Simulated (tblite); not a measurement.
Potential energy surface of H2O, singlet: map of symmetric stretch and bend. Scanned: O-H bond length and H-O-H angle.

Cartesian coordinates as functions of the variables (Å; names that start with a are angles):
```
O  0  0  0
H  r*sin(a/2)  0  r*cos(a/2)
H  -r*sin(a/2)  0  r*cos(a/2)
```

Method: tblite with GFN2-xTB, 300 K electronic temperature.

Energy in kJ/mol above the lowest grid point; x is the O-H bond length (Å), y the H-O-H angle (°).

```csv
y \ x,0.82,0.88,0.93,0.97,1.02,1.07,1.11,1.17,1.21,1.27,1.30
180,213.8,142.5,129.9,139.9,169.4,211.4,250.6,314.7,359.2,426.8,460.5
173,211.1,139.2,125.9,135.4,164.0,204.9,243.1,305.1,347.8,411.5,442.7
163,199.0,124.3,108.5,115.7,141.4,179.1,214.5,272.3,312.3,372.6,402.5
153,180.7,102.1,83.0,87.7,110.4,145.3,178.7,234.1,272.9,332.4,362.2
143,160.7,78.0,55.9,58.4,78.7,111.6,143.8,198.0,236.5,296.0,326.1
133,143.1,56.6,31.7,32.4,50.7,82.2,113.6,167.2,205.7,265.5,296.0
123,131.2,41.0,13.6,12.6,29.3,59.6,90.3,143.4,181.7,241.8,272.5
113,127.6,33.8,3.9,1.3,16.3,45.2,75.2,127.5,165.6,225.5,256.3
103,134.7,37.1,4.5,0.0,13.0,40.4,69.4,120.5,158.0,217.3,247.9
93,154.8,52.9,17.3,10.7,21.3,46.7,74.2,123.5,160.0,218.0,248.0
83,190.4,83.6,44.4,35.2,42.9,65.5,91.1,137.7,172.6,228.6,257.6
70,265.5,150.6,105.1,91.3,93.6,111.4,133.2,174.8,206.4,257.9,284.9
```

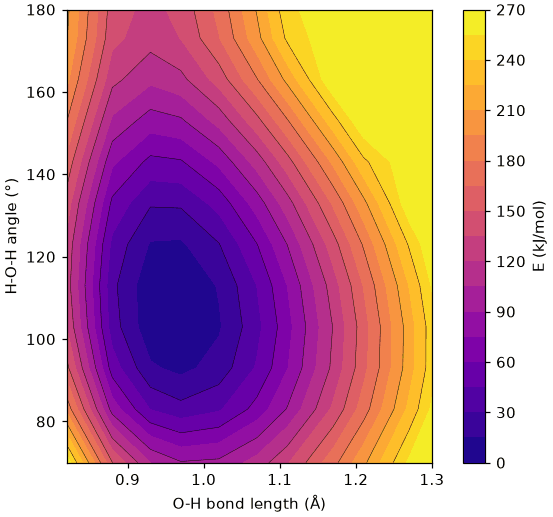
Energy surface, cut off at 268 kJ/mol.

Points that lie below all their neighbours on the grid: x = 0.97, y = 103 (0.0 kJ/mol).
